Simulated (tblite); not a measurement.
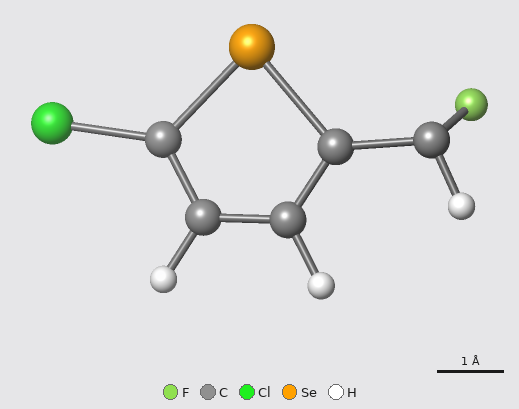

This is the input geometry for a relaxation of C5H3ClFSe (multiplicity 2). A ball-and-stick model, seen at a tilt.

Computed with tblite 0.8.0, GFN2-xTB geometry optimisation, gas phase.

```xyz
11

F    -2.7318    1.0278    0.9053
C    -2.2863    0.5640   -0.3330
C    -0.7877    0.4308   -0.1525
C    -0.0650   -0.6917   -0.2267
C     1.2611   -0.6809   -0.0434
C     1.9125    0.4863    0.1855
Cl    3.6545    0.6955    0.4278
Se    0.5588    1.9163    0.2156
H    -2.7697   -0.4319   -0.4854
H    -0.6046   -1.6795   -0.4127
H     1.8636   -1.6341   -0.1063
```

Where does the relaxation end?

Answer. The atom that moves furthest after the best rigid fit is F1 (0.86 Å). Largest moves by element: F 0.86 Å, C 0.40 Å, Se 0.37 Å, Cl 0.33 Å, H 0.28 Å. Among the contacts that change: C2–C3 1.515 → 1.355 Å, C3–Se8 2.038 → 1.911 Å, C6–Se8 1.969 → 1.876 Å, C3–C4 1.337 → 1.413 Å. Bond angles that change, for instance: F1–C2–C3 103.8° → 119.6°, C3–C2–H9 111.5° → 126.7°, F1–C2–H9 106.2° → 113.7°. After 40 geometry steps the energy has fallen by 1.817 eV. The run took 0.24 s on 1 thread of Arm Neoverse V2, with other jobs on the host.

History of the run:

```csv
step,"E − E(0), eV"
0,0.0000
1,-0.5563
2,-0.7998
3,-1.1649
4,-1.2429
5,-1.3422
6,-1.3989
7,-1.4433
8,-1.4809
9,-1.5219
10,-1.5708
12,-1.6557
13,-1.6934
15,-1.7636
16,-1.7783
18,-1.7973
19,-1.8062
21,-1.8139
23,-1.8157
24,-1.8160
26,-1.8164
27,-1.8166
29,-1.8169
31,-1.8170
32,-1.8170
34,-1.8171
35,-1.8172
37,-1.8172
38,-1.8173
40,-1.8173
```

The structure at the end:

```xyz
11

F    -2.6452    1.6282    0.2984
C    -2.1161    0.4282    0.0021
C    -0.7709    0.2655    0.0279
C    -0.0352   -0.9074   -0.2523
C     1.3390   -0.7780   -0.1445
C     1.7826    0.4756    0.2212
Cl    3.4123    0.9122    0.4345
Se    0.3943    1.7106    0.4823
H    -2.8510   -0.3223   -0.2379
H    -0.5277   -1.8218   -0.5291
H     2.0234   -1.5882   -0.3284
```

The end point in the same view:

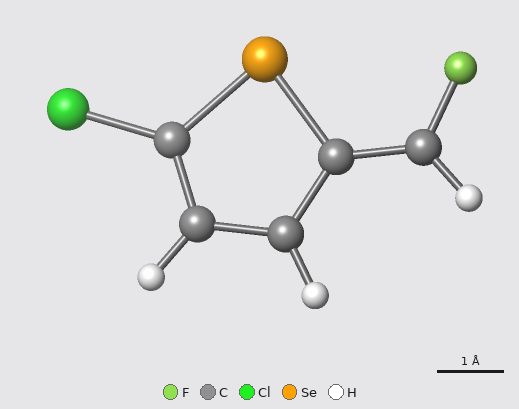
